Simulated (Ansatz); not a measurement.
Converging the k-point mesh: LaPb3 (P4mm, 4 atoms in the cell)

```yaml
crystal:
  lattice:
    - [4.93347, 0.00000, 0.00000]
    - [0.00000, 4.93347, 0.00000]
    - [0.00000, 0.00000, 4.93347]
  atoms:
    - { symbol: La, position: [0.00000, 0.00000, 0.01013] }
    - { symbol: Pb, position: [0.00000, 0.50000, 0.50000] }
    - { symbol: Pb, position: [0.50000, 0.00000, 0.50000] }
    - { symbol: Pb, position: [0.50000, 0.50000, 0.00000] }
```

Method of the run: LDA (PW92), default PAW files made with PBE (plane waves; Ansatz, a program for electronic structure).

Base settings: basis.ecutwfc = 420 eV; kpoints.mp_grid.grid = 7 7 7; hamiltonian.xc = lda; hamiltonian.pseudopotentials = {kind: paw} (the program's default PAW files); scf.occupations.method = gaussian; scf.occupations.width = 0.1 eV.

The second cell is the first with its lattice scaled by 0.98.

Only quantities that move along the ladder and can be compared are tabulated.

The count of work is k-points × plane waves × bands × iterations; it is no time. Core times come from one kind of shared machine, to one figure; runs under 30 s give none.

The starting cell comes from a database of computed structures (which also holds hypothetical and non-ambient phases and stackings), without a prior relaxation at this level. Its lattice was rescaled by up to half a per cent. One atom was moved a little off its site on purpose. In the base run, with a pressure of about -3 GPa the cell is away from its equilibrium volume at this level. Ansatz's pressure includes its estimate of the finite-basis (Pulay) stress.

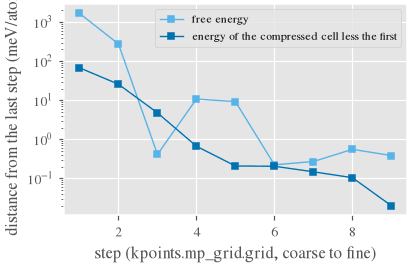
Distance from the last step along the ladder; very small values are drawn at a floor.

| kpoints.mp_grid.grid | free energy less the last step's (meV/atom) | energy of the compressed cell less the first (meV/atom) | pressure (GPa) | largest difference of a force vector from the last step's (eV/Å) | count of work / last | core time / last (rough) |
|---|---|---|---|---|---|---|
| 1 1 1 | 1684.13 | 48.38 | 3.01 | 1.669 | 0.0024 | – |
| 2 2 2 | 276.26 | 6.21 | -1.09 | 0.045 | 0.0083 | – |
| 3 3 3 | 0.41 | -24.38 | -3.60 | 0.036 | 0.0083 | – |
| 5 5 5 | -10.78 | -18.93 | -3.22 | 0.001 | 0.025 | – |
| 7 7 7 | -9.25 | -19.81 | -3.29 | 0.005 | 0.055 | – |
| 8 8 8 | -0.22 | -19.40 | -3.24 | 0.005 | 0.10 | – |
| 10 10 10 | -0.27 | -19.45 | -3.25 | 0.001 | 0.17 | 0.2 |
| 15 15 15 | 0.56 | -19.50 | -3.25 | 0.001 | 0.40 | 0.5 |
| 16 16 16 | 0.39 | -19.58 | -3.26 | 0.000 | 0.56 | 0.6 |
| 20 20 20 | 0.00 | -19.60 | -3.26 | 0.000 | 1.0 | 1 |

Coarsest kpoints.mp_grid.grid that holds the energy of the compressed cell less the first within 2 meV/atom of the last step, with all finer ones: 5 5 5, at 0.025 of the last step's count of work; the step before is off by 4.8 meV/atom.

Coarsest kpoints.mp_grid.grid that holds the pressure within 0.1 GPa of the last step, with all finer ones: 5 5 5, at 0.025 of the last step's count of work; the step before is off by 0.34 GPa.

Coarsest kpoints.mp_grid.grid that holds the free energy within 5 meV/atom of the last step, with all finer ones: 8 8 8, at 0.10 of the last step's count of work; the step before is off by 9.3 meV/atom.

The energy difference between the two cells stays within 1 meV/atom of the last step's from 5 5 5 on, the total only from 8 8 8 on: much of the error is common to both cells and cancels.

Keys are those of Ansatz 0.2.
